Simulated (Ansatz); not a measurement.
**Dielectric function and optical constants of NaCaF3 (model structure)**

What colour and refractive index does NaCaF3 (model structure) have at this level of theory? The cell was made here by substitution or stacking, whether or not such a phase is known. It was built so: All K replaced by Na in the Pm-3m structure of KCaF3.

Program: Ansatz 0.2.0. Level of theory: DFT, PBE, plane-wave PAW, default files, scalar-relativistic, independent-particle optical response without local fields. Results are calculated unless marked as measured.

## 1. The structure

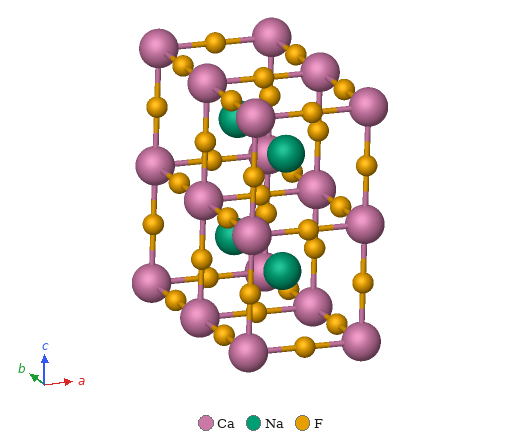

The starting structure, seen slightly off an axis (calcium pink, sodium teal, fluorine orange). 1×2×2 cells are drawn. Some periodic images of atoms are drawn too.

## 2. Relaxation

Spectra hang on bond lengths, so the cell is first brought to its minimum.

This step: DFT, PBE, plane-wave PAW, default files, scalar-relativistic, relaxation (Ansatz 0.2.0).

Input file input.yaml:

```yaml
crystal:
  lattice:
    - [4.21037786, 0.0, 0.0]
    - [0.0, 4.21037786, 0.0]
    - [0.0, 0.0, 4.21037786]
  atoms:
    - { symbol: Ca, position: [0.0, 0.0, 0.0] }
    - { symbol: Na, position: [0.5, 0.5, 0.5] }
    - { symbol: F, position: [0.5, 0.0, 0.0] }
    - { symbol: F, position: [0.0, 0.0, 0.5] }
    - { symbol: F, position: [0.0, 0.5, 0.0] }
kpoints:
  mp_grid: { grid: [5, 5, 5] }
scf:
  occupations: { method: fermi_dirac, width: 0.05 }
hamiltonian:
  xc: pbe
  pseudopotentials: { kind: paw }
output:
  forces: true
  stress: true
relax:
  f_tol: 0.02
  max_steps: 50
  cell: {}
```

Command:

```
$ ansatz run input.yaml --threads 2 --pin off --max-ram 5120MiB --backend cpu --events-out ev --progress --plain --runs-dir out
```

Numbers of over 12 decimals in the logs are rounded to 6 here.

What it wrote:

```text
Engine: ansatz 0.2.0, aarch64-unknown-linux-gnu
Pseudopotentials: kind: paw
Pseudopotential: Ca, paw, valence charge 10, recommended cutoff 420 eV (normal), Ca.paw.azcp
Pseudopotential: Na, paw, valence charge 9, recommended cutoff 420 eV (normal), Na.paw.azcp
Pseudopotential: F, paw, valence charge 7, recommended cutoff 420 eV (normal), F.paw.azcp
Functional definition: PBE
  parameter kappa = 0.804
  parameter beta = 0.066725
  exchange = pbe_x(kappa = kappa, mu = beta*pi^2/3)
  correlation = pbe_c(beta = beta)
Crystal: 5 atoms, lattice volume = 74.639 Å³
Basis set: ecut = 420 eV, 1419 PW (Γ), exchange–correlation on 60×60×60 points (8 copies of the dense FFT grid, shifted against one another)
Bands: 25, of which v1, the nominal top of the filled ones, is band 20 counted from 1 (19 counted from 0)
Symmetry: 48 space group operations
Space group: Pm-3m (ITA 221), of the structure as read, at distance tolerance 4.2e-5 Å
k-points: 10 of 125
Non-local potential: Ca, projectors of the file, l = 0: 3, l = 1: 2, l = 2: 2
Non-local potential: Na, projectors of the file, l = 0: 3, l = 1: 2, l = 2: 1
Non-local potential: F, projectors of the file, l = 0: 2, l = 1: 2, l = 2: 1
PAW form: soft (Blöchl's): semilocal exchange-correlation on the pseudo side does not see the compensation charge
PAW one-centre angular grid: Ca, 110 points (default); XC on 64 Gauss nodes
PAW one-centre angular grid: Na, 110 points (default); XC on 64 Gauss nodes
PAW one-centre angular grid: F, 110 points (default); XC on 64 Gauss nodes
Initial density: superposition of atomic densities (neutral atoms: chi_scale 0, normalization atom), corrected by the library's trained network
Initial wavefunctions: pseudopotential atomic-orbital guess
Functional: x = pbe(κ = 0.804, μ = 0.219515), c = pbe(β = 0.066725)
SCF iter   1: F=—  HF=-5735.993211 eV  |F-HF|=—  |Δ(HF+E_count)|=         —  Δρ=8.56e-4  dr2=2.27e-4  ethr=1.77e-3  ⟨swp⟩=9.2  Hψ=1478  notcnv=0
preconditioner: auto → Resta (q_TF=auto, 2.459 Å⁻¹)  ε∞=2.7  [insulator: Δε(μ)=5.482 eV  Ē_g=19.666 eV  σ=0.050 eV  W_gap=1.00  n_scr=18 (ndim 8)  ℏωp=25.8 eV  f_vac=0.202  D(μ)=0.00/eV (n_scr^D=0)  ε∞_Penn≈2.7]
SCF iter   2: F=—  HF=-5735.993543 eV  |F-HF|=—  |Δ(HF+E_count)|=   3.32e-4  Δρ=4.37e-4  dr2=9.93e-5  ethr=5.67e-7  ⟨swp⟩=2.1  Hψ=533  notcnv=0
SCF iter   3: F=—  HF=-5735.993964 eV  |F-HF|=—  |Δ(HF+E_count)|=   4.21e-4  Δρ=2.19e-4  dr2=2.37e-5  ethr=2.48e-7  ⟨swp⟩=2.0  Hψ=371  notcnv=0  defer=1
SCF iter   4: F=—  HF=-5735.994007 eV  |F-HF|=—  |Δ(HF+E_count)|=   4.28e-5  Δρ=8.48e-5  dr2=4.44e-6  ethr=5.93e-8  ⟨swp⟩=2.2  Hψ=381  notcnv=0  defer=1
SCF iter   5: F=—  HF=-5735.994009 eV  |F-HF|=—  |Δ(HF+E_count)|=   2.28e-6  Δρ=1.43e-5  dr2=1.07e-7  ethr=1.11e-8  ⟨swp⟩=2.2  Hψ=368  notcnv=0  defer=1
SCF iter   6: F=-5735.994009 eV  HF=-5735.994009 eV  |F-HF|=1.84e-8  |Δ(HF+E_count)|=   2.35e-7  Δρ=4.28e-6  dr2=7.90e-9  ethr=2.50e-10  ⟨swp⟩=3.9  Hψ=740  notcnv=0
SCF 1 converged in 6 iterations: F = -5735.994009 eV  dr2 = 7.90e-9
  greatest PAW one-centre occupation: 0.999 electrons in one spin orbital (limit 2), on the Na atom at site 1 (counted from 0), in its partial waves of l = 0
relax step   1: F+E_penalty+E_count = -5735.99400921 eV  Δ(F+E_penalty+E_count) = +0.000e0 eV  max|allowed force component| = 1.398e-29 eV/Å  Δτ_max = 0.0000 Å  P = +10.465 GPa  Ω = 74.639 Å³  (6 SCF iters, dr2 threshold 1.00e-7 eV, accepted)
Crystal: 5 atoms, lattice volume = 82.403 Å³
Basis set: ecut = 420 eV, 1575 PW (Γ), exchange–correlation on 60×60×60 points (8 copies of the dense FFT grid, shifted against one another)
Initial density: handed on by an earlier stage of this run
Initial wavefunctions: those handed on with the density
iter 1 solved again at ethr=2.01e-4 eV; its pass at ethr=3.10e-3 eV (dr2=8.03e-2 eV) is discarded
SCF iter   1: F=—  HF=-5736.299983 eV  |F-HF|=—  |Δ(HF+E_count)|=         —  Δρ=8.13e-3  dr2=8.16e-2  ethr=2.01e-4  ⟨swp⟩=1.0  Hψ=1441  notcnv=0
preconditioner: auto → Resta (q_TF=auto, 2.419 Å⁻¹)  ε∞=2.6  [insulator: Δε(μ)=5.333 eV  Ē_g=19.291 eV  σ=0.050 eV  W_gap=1.00  n_scr=18 (ndim 8)  ℏωp=24.5 eV  f_vac=0.258  D(μ)=0.00/eV (n_scr^D=0)  ε∞_Penn≈2.6]
SCF iter   2: F=—  HF=-5736.269011 eV  |F-HF|=—  |Δ(HF+E_count)|=   3.10e-2  Δρ=4.80e-3  dr2=2.08e-2  ethr=2.01e-4  ⟨swp⟩=2.8  Hψ=458  notcnv=0
SCF iter   3: F=—  HF=-5736.261332 eV  |F-HF|=—  |Δ(HF+E_count)|=   7.68e-3  Δρ=2.40e-3  dr2=4.24e-3  ethr=5.19e-5  ⟨swp⟩=2.0  Hψ=420  notcnv=0
SCF iter   4: F=—  HF=-5736.260385 eV  |F-HF|=—  |Δ(HF+E_count)|=   9.48e-4  Δρ=6.24e-4  dr2=3.41e-4  ethr=1.06e-5  ⟨swp⟩=2.0  Hψ=398  notcnv=0
SCF iter   5: F=—  HF=-5736.261579 eV  |F-HF|=—  |Δ(HF+E_count)|=   1.19e-3  Δρ=1.70e-4  dr2=2.12e-5  ethr=8.52e-7  ⟨swp⟩=3.0  Hψ=440  notcnv=0
SCF iter   6: F=—  HF=-5736.261602 eV  |F-HF|=—  |Δ(HF+E_count)|=   2.38e-5  Δρ=4.06e-5  dr2=1.77e-6  ethr=5.29e-8  ⟨swp⟩=2.1  Hψ=421  notcnv=0
SCF iter   7: F=-5736.261605 eV  HF=-5736.261605 eV  |F-HF|=8.22e-8  |Δ(HF+E_count)|=   2.74e-6  Δρ=1.07e-5  dr2=1.07e-7  ethr=1.25e-9  ⟨swp⟩=4.0  Hψ=779  notcnv=0
SCF 2 converged in 7 iterations: F = -5736.261605 eV  dr2 = 1.07e-7
relax step   2: F+E_penalty+E_count = -5736.26160516 eV  Δ(F+E_penalty+E_count) = -2.676e-1 eV  max|allowed force component| = 7.843e-30 eV/Å  Δτ_max = 0.0000 Å  P = +1.997 GPa  Ω = 82.403 Å³  energy of the carried Pulay correction = -2.147e-2 eV  (7 SCF iters, dr2 threshold 5.00e-7 eV, accepted)
Crystal: 5 atoms, lattice volume = 84.474 Å³
Basis set: ecut = 420 eV, 1647 PW (Γ), exchange–correlation on 60×60×60 points (8 copies of the dense FFT grid, shifted against one another)
iter 1 solved again at ethr=1.25e-5 eV; its pass at ethr=3.10e-3 eV (dr2=4.98e-3 eV) is discarded
SCF iter   1: F=—  HF=-5736.271265 eV  |F-HF|=—  |Δ(HF+E_count)|=         —  Δρ=2.06e-3  dr2=5.19e-3  ethr=1.25e-5  ⟨swp⟩=2.0  Hψ=1370  notcnv=0
preconditioner: auto → Resta (q_TF=auto, 2.409 Å⁻¹)  ε∞=2.6  [insulator: Δε(μ)=5.165 eV  Ē_g=19.136 eV  σ=0.050 eV  W_gap=1.00  n_scr=18 (ndim 8)  ℏωp=24.2 eV  f_vac=0.249  D(μ)=0.00/eV (n_scr^D=0)  ε∞_Penn≈2.6]
SCF iter   2: F=—  HF=-5736.269362 eV  |F-HF|=—  |Δ(HF+E_count)|=   1.90e-3  Δρ=1.21e-3  dr2=1.24e-3  ethr=1.25e-5  ⟨swp⟩=2.1  Hψ=420  notcnv=0
SCF iter   3: F=—  HF=-5736.268921 eV  |F-HF|=—  |Δ(HF+E_count)|=   4.42e-4  Δρ=5.69e-4  dr2=2.76e-4  ethr=3.10e-6  ⟨swp⟩=2.0  Hψ=370  notcnv=0
SCF iter   4: F=—  HF=-5736.270230 eV  |F-HF|=—  |Δ(HF+E_count)|=   1.31e-3  Δρ=1.65e-4  dr2=2.23e-5  ethr=6.89e-7  ⟨swp⟩=2.3  Hψ=379  notcnv=0
SCF iter   5: F=—  HF=-5736.270236 eV  |F-HF|=—  |Δ(HF+E_count)|=   6.06e-6  Δρ=3.95e-5  dr2=1.14e-6  ethr=5.57e-8  ⟨swp⟩=2.4  Hψ=407  notcnv=0
SCF iter   6: F=-5736.270238 eV  HF=-5736.270237 eV  |F-HF|=1.71e-7  |Δ(HF+E_count)|=   1.28e-6  Δρ=1.10e-5  dr2=1.29e-7  ethr=1.25e-9  ⟨swp⟩=4.0  Hψ=779  notcnv=0
SCF 3 converged in 6 iterations: F = -5736.270238 eV  dr2 = 1.29e-7
relax step   3: F+E_penalty+E_count = -5736.27023763 eV  Δ(F+E_penalty+E_count) = -8.632e-3 eV  max|allowed force component| = 9.946e-30 eV/Å  Δτ_max = 0.0000 Å  P = +0.193 GPa  Ω = 84.474 Å³  energy of the carried Pulay correction = -2.684e-2 eV  (6 SCF iters, dr2 threshold 5.00e-7 eV, accepted)
[...]
relax step   4: F+E_penalty+E_count = -5736.26979411 eV  Δ(F+E_penalty+E_count) = +4.435e-4 eV  max|allowed force component| = 6.574e-30 eV/Å  Δτ_max = 0.0000 Å  P = +0.003 GPa  Ω = 84.702 Å³  energy of the carried Pulay correction = -2.743e-2 eV  (5 SCF iters, dr2 threshold 9.35e-8 eV, accepted)
[...]
relax step   5: F+E_penalty+E_count = -5736.33523003 eV  Δ(F+E_penalty+E_count) = -6.544e-2 eV  max|allowed force component| = 8.737e-30 eV/Å  Δτ_max = 0.0000 Å  P = +1.374 GPa  Ω = 84.702 Å³  stress off target by 1.37e0 GPa  SCF on the basis re-selected at this cell (its energy is not comparable with the rows above)  (8 SCF iters)
[...]
relax step   6: F+E_penalty+E_count = -5736.33907448 eV  Δ(F+E_penalty+E_count) = -3.844e-3 eV  max|allowed force component| = 1.584e-29 eV/Å  Δτ_max = 0.0000 Å  P = +0.329 GPa  Ω = 86.358 Å³  energy of the carried Pulay correction = -4.872e-3 eV  (6 SCF iters, dr2 threshold 5.00e-7 eV, accepted)
[...]
relax step   7: F+E_penalty+E_count = -5736.33774316 eV  Δ(F+E_penalty+E_count) = +1.331e-3 eV  max|allowed force component| = 5.022e-29 eV/Å  Δτ_max = 0.0000 Å  P = -0.012 GPa  Ω = 86.935 Å³  energy of the carried Pulay correction = -6.773e-3 eV  (5 SCF iters, dr2 threshold 2.71e-7 eV, accepted)
iter 1 solved again at ethr=7.89e-8 eV; its pass at ethr=3.10e-3 eV (dr2=3.16e-5 eV) is discarded
SCF iter   1: F=—  HF=-5736.341105 eV  |F-HF|=—  |Δ(HF+E_count)|=         —  Δρ=3.49e-4  dr2=1.26e-5  ethr=7.89e-8  ⟨swp⟩=3.0  Hψ=2075  notcnv=0
preconditioner: auto → Resta (q_TF=auto, 2.397 Å⁻¹)  ε∞=2.6  [insulator: Δε(μ)=5.046 eV  Ē_g=18.994 eV  σ=0.050 eV  W_gap=1.00  n_scr=18 (ndim 8)  ℏωp=23.9 eV  f_vac=0.253  D(μ)=0.00/eV (n_scr^D=0)  ε∞_Penn≈2.6]
SCF iter   2: F=—  HF=-5736.344212 eV  |F-HF|=—  |Δ(HF+E_count)|=   3.11e-3  Δρ=1.61e-4  dr2=4.71e-6  ethr=3.14e-8  ⟨swp⟩=2.0  Hψ=440  notcnv=0
SCF iter   3: F=—  HF=-5736.344554 eV  |F-HF|=—  |Δ(HF+E_count)|=   3.41e-4  Δρ=8.47e-5  dr2=5.61e-7  ethr=1.18e-8  ⟨swp⟩=2.0  Hψ=329  notcnv=0
SCF iter   4: F=—  HF=-5736.344666 eV  |F-HF|=—  |Δ(HF+E_count)|=   1.12e-4  Δρ=2.94e-5  dr2=6.86e-8  ethr=1.40e-9  ⟨swp⟩=2.7  Hψ=459  notcnv=0
SCF iter   5: F=—  HF=-5736.344681 eV  |F-HF|=—  |Δ(HF+E_count)|=   1.56e-5  Δρ=5.72e-6  dr2=4.00e-9  ethr=1.72e-10  ⟨swp⟩=2.0  Hψ=428  notcnv=0
SCF iter   6: F=—  HF=-5736.344682 eV  |F-HF|=—  |Δ(HF+E_count)|=   5.49e-7  Δρ=7.21e-7  dr2=2.05e-10  ethr=9.99e-12  ⟨swp⟩=2.0  Hψ=448  notcnv=0
SCF iter   7: F=-5736.344682 eV  HF=-5736.344682 eV  |F-HF|=5.46e-12  |Δ(HF+E_count)|=   4.89e-9  Δρ=1.64e-7  dr2=1.84e-11  ethr=1.00e-12  ⟨swp⟩=4.0  Hψ=883  notcnv=0
SCF 8 converged in 7 iterations: F = -5736.344682 eV  dr2 = 1.84e-11
relax step   8: F+E_penalty+E_count = -5736.34468168 eV  Δ(F+E_penalty+E_count) = -6.939e-3 eV  max|allowed force component| = 3.111e-29 eV/Å  Δτ_max = 0.0000 Å  P = +0.035 GPa  Ω = 86.935 Å³  stress off target by 3.45e-2 GPa  SCF on the basis re-selected at this cell (its energy is not comparable with the rows above)  (7 SCF iters)
basis re-selected at this cell: Δ(F+E_penalty+E_count) = -6.939e-3 eV, ΔP = +0.047 GPa vs the last step (what re-selecting the basis moved, of the pressure what is left beyond the Pulay correction that the steps carried, after the strain that the cell walked since its last selection, with what the two solves' SCF thresholds leave and, on support functions, any second-order correction that the steps lacked; it is no m [...]
SCF converged after 7 iterations
Free energy (F): -5736.344682 eV
Harris-Foulkes:  -5736.344682 eV  (|F-HF|=5.46e-12)
Internal energy: -5736.344682 eV  (E = F + TS)
E sigma→0 (E₀):  -5736.344682 eV
Fermi energy:    2.860289 eV
--- Per-component energies (eV) ---
  E_band       = -512.631161
  E_kinetic    = 1021.277526
  E_local      = -4033.462031  (includes V_loc(G=0)·N_el)
  E_nonlocal   = 398.401953
  E_hartree    = 1467.625297
  E_xc         = -418.256132
  E_vxc        = -531.423376  (∫ρ·V_xc dr)
  E_paw        = -1723.107077  (= ΣΔE_a)
  E_vpaw       = -302.681936  (= ΣTr[D̂ρ^β])
  E_aug_tail   = 0.005979  (compensation charges beyond the density's cutoff)
  E_ewald      = -2448.830196
  E_smearing   = -0.000000  (= −TS)
  E_closure    = -0.000000  (closes the sum)
  Σ components = -5736.344682   (vs F -5736.344682, Δ=0.00e0)
--- Forces (eV/Å), atoms counted from 1 ---
  atom   1  Ca    -0.00000000     0.00000000     0.00000000
  atom   2  Na     0.00000000     0.00000000    -0.00000000
  atom   3  F      0.00000000    -0.00000000     0.00000000
  atom   4  F      0.00000000     0.00000000    -0.00000000
  atom   5  F     -0.00000000    -0.00000000     0.00000000
  max |Σ_I F_I| component: 5.48e-29 eV/Å
--- Stress (GPa, compression-positive) ---
        0.034518      -0.000000       0.000000
       -0.000000       0.034518      -0.000000
        0.000000      -0.000000       0.034518
  P = ⅓ Tr σ = 0.0345 GPa (0.345 kbar)
--- Relaxed structure (6 steps of the walk, 6 accepted, 2 SCFs on fresh bases) ---
  F+E_penalty+E_count = -5736.34468168 eV   max|allowed force component| = 3.111e-29 eV/Å   (the final SCF, on the basis selected at the relaxed cell)
  cell:  # Å, volume = 86.9349 Å³
    - [4.429942, 0, 0]
    - [0, 4.429942, 0]
    - [0, 0, 4.429942]
  atoms:
    - { symbol: Ca, position: [0, 0, 0] }
    - { symbol: Na, position: [0.500000, 0.500000, 0.500000] }
    - { symbol: F, position: [0.500000, 0, 0] }
    - { symbol: F, position: [0, 0, 0.500000] }
    - { symbol: F, position: [0, 0.500000, 0] }
```

The job ended after 6.1 s (2 threads of Arm Neoverse V1, shared host; peak memory 0.32 GiB).

Relaxation path:

```tsv
step	energy less that of the first step (eV)	largest force component (eV/Å)	pressure (GPa)	volume (Å³)
1	0.0000	0.0000	10.46	74.64
2	-0.2676	0.0000	2.00	82.40
3	-0.2762	0.0000	0.19	84.47
4	-0.2758	0.0000	0.00	84.70
5*	-0.3412	0.0000	1.37	84.70
6	-0.3451	0.0000	0.33	86.36
7	-0.3437	0.0000	-0.01	86.93
8*	-0.3507	0.0000	0.03	86.93
```

Relaxation steps marked * repeat the geometry before them on a plane-wave basis chosen anew for their cell, so energy and pressure can jump there.

Forces are held to the 48 operations that the run works with; a distortion that breaks them can't arise in this run.

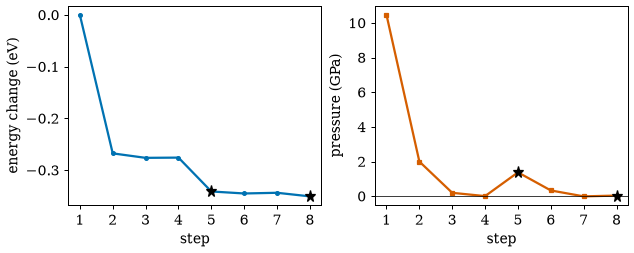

Energy and pressure along the relaxation. Stars mark steps on a basis chosen anew.

```tsv
conventional cell, symmetrised	before	after	change
a (Å)	4.210	4.430	+5.2 %
b (Å)	4.210	4.430	+5.2 %
c (Å)	4.210	4.430	+5.2 %
volume (Å³/atom)	14.93	17.39	+16.5 %
```

Final coordinates:

```xyz
5
Lattice="4.4299 0.0000 0.0000 0.0000 4.4299 0.0000 0.0000 0.0000 4.4299" Properties=species:S:1:pos:R:3 pbc="T T T"
Ca    0.0000    0.0000    0.0000
Na    2.2150    2.2150    2.2150
F     2.2150    0.0000    0.0000
F     0.0000    0.0000    2.2150
F     0.0000    2.2150    0.0000
```

The relaxation ends with a pressure of 0.03 GPa.

(Part 1 of 2 ends here.)

[Logs are printed without paths, hosts, clocks, repeated set-up lines and the standing remarks that a program may print on its own settings, such as how far it seeks lower states.]

[Hosts, paths, dates, database ids (printed as entryN), source tags and the programs' standing remarks are cut or masked in the printed files.]
